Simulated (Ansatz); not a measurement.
**FH$_{5}$NOW···H$_{2}$ (doublet): density, localisation and related maps**

Input

```
crystal:
  periodic: [false, false, false]
  atoms:
    - { symbol: W, position_ang: [-0.010778, -0.034324, 0.964607] }
    - { symbol: F, position_ang: [-1.638214, -0.476498, 1.801918] }
    - { symbol: O, position_ang: [1.682953, -0.958361, 0.877604] }
    - { symbol: H, position_ang: [2.10232, -1.16536, 0.016325] }
    - { symbol: H, position_ang: [0.049354, 1.574695, 0.364141] }
    - { symbol: H, position_ang: [-1.236025, 0.214755, -0.242832] }
    - { symbol: H, position_ang: [-0.611946, -0.922331, -0.459254] }
    - { symbol: H, position_ang: [0.525738, 0.043604, -0.70513] }
    - { symbol: "N", position_ang: [0.488097, 0.272297, 2.878908] }
    - { symbol: H, position_ang: [1.289569, -0.224884, 3.363295] }
    - { symbol: H, position_ang: [-0.143968, 0.724506, 3.600718] }
magnetization:
  spin_polarized: true
  initial_magnetization: 1
basis:
  gaussian: { orbitals: def2-SVP }
hamiltonian:
  xc: pbe
  dispersion: d4
relax:
  f_tol: 0.03
  max_steps: 50
output:
  orbitals: {}
```

Command:

```sh
ansatz run input.yaml --threads 4 --pin off --max-ram 5120MiB --backend cpu --events-out ev --progress --plain --runs-dir out
```

The fields are those of the run's last geometry, not of the input's.

Core potentials replace the inner electrons of W.

Method: UKS PBE-D4/def2-SVP (Ansatz 0.2.0).

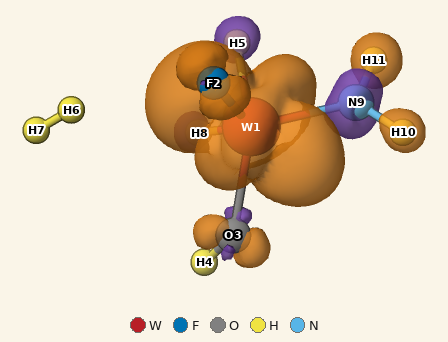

Figure 1. Isosurfaces of the spin density at +0.015 (orange) and −0.015 e/Å³ (purple), seen at a tilt.

> Where is the unpaired spin?

The unpaired spin (1 electron) lies mostly on W1 (about 0.8), in electrons by Hirshfeld's partition.

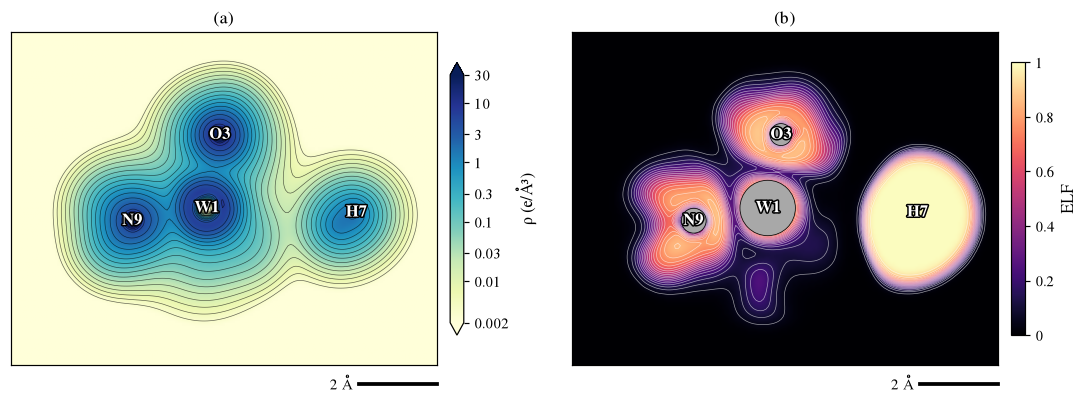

Figure 2. (a) electron density; (b) electron localisation function on the plane of atoms O3, W1 and N9. Grey discs cover the atomic cores in the ELF map.

> What does the map show?

The section cuts through W, O, H and N sites.
W–O (1.92 Å): the density is about 1 e/Å³ at the midpoint; the ELF peaks at about 0.85 in the valence shell of O, 0.6 Å from its nucleus, and drops to about 0.25 between the two atoms.
W–N (1.93 Å): ρ at the midpoint is about 1.1 e/Å³; the ELF peaks at about 0.85 in the valence shell of N, 0.6 Å from its nucleus, and is about 0.30 at the midpoint.

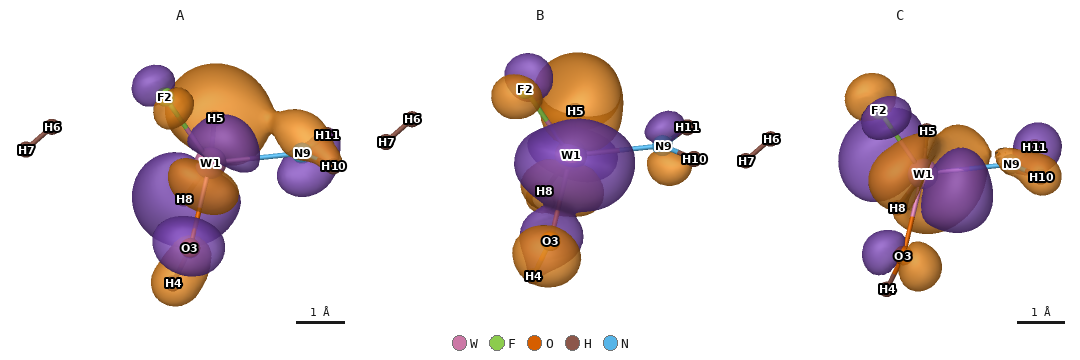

Figure 3. Three frontier orbitals at ±0.1 Å⁻³ᐟ² (orange and purple are the two phases), in no order.

> Order the three orbitals by energy and name them. All are α orbitals.

A is the HOMO−1 (α) (−6.49 eV). It lies mainly on W1 (about 40 %), H5 (about 20 %), H8 (about 15 %), O3 (about 10 %) and N9 (about 5 %). C is the HOMO (α) (−4.20 eV). Its weight (Hirshfeld) is mainly on W1 (about 70 %) and F2 (about 5 %). B is the LUMO (α) (−2.04 eV). Its weight (Hirshfeld) is mainly on W1 (about 65 %), O3 (about 15 %), H5 (about 10 %) and F2 (about 5 %).

> What is the gap between the highest occupied and lowest empty α orbitals?

2.16 eV between the orbital energies.
